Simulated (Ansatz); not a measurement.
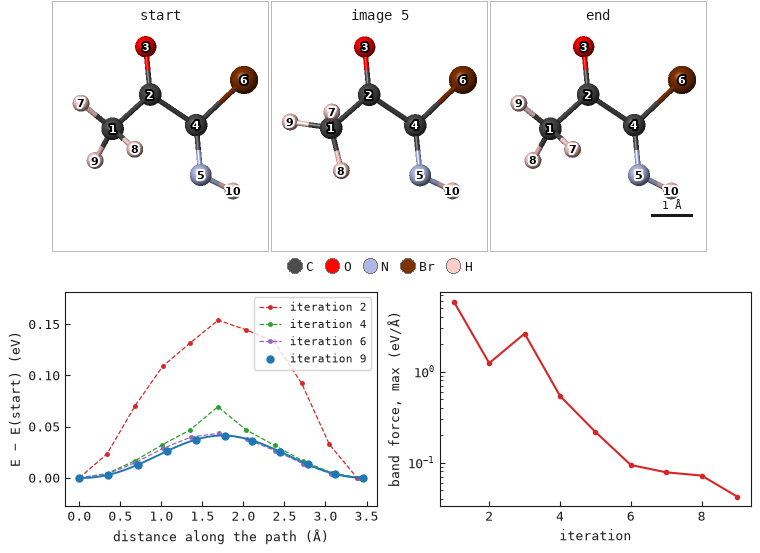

A nudged-elastic-band calculation for C3H4BrNO. Images are numbered from 0 (start) to 10 (end). The plot follows the band through its iterations. Style: ball-and-stick. Shown from a free direction.

Method: Ansatz, RKS B3LYP-D4/def2-SVP. Set-up: 9 movable images; climbing image; force threshold 0.05 eV/Å; iteration limit 28; starting path through a guess of the saddle point.

### How did the profile develop, and is the result final?

The result is final at these settings. The band converged in 9 iterations. The largest component of the band force went from 5.9 to 0.042 eV/Å. The climbing image converged on the top of the path. Its vibrational analysis gives one imaginary mode (126i cm⁻¹), as a transition state must have. The first iteration put the highest image at 1.230 eV. The barrier is about 0.041 eV in both directions, with image 5 at the top; the ends have the same energy.
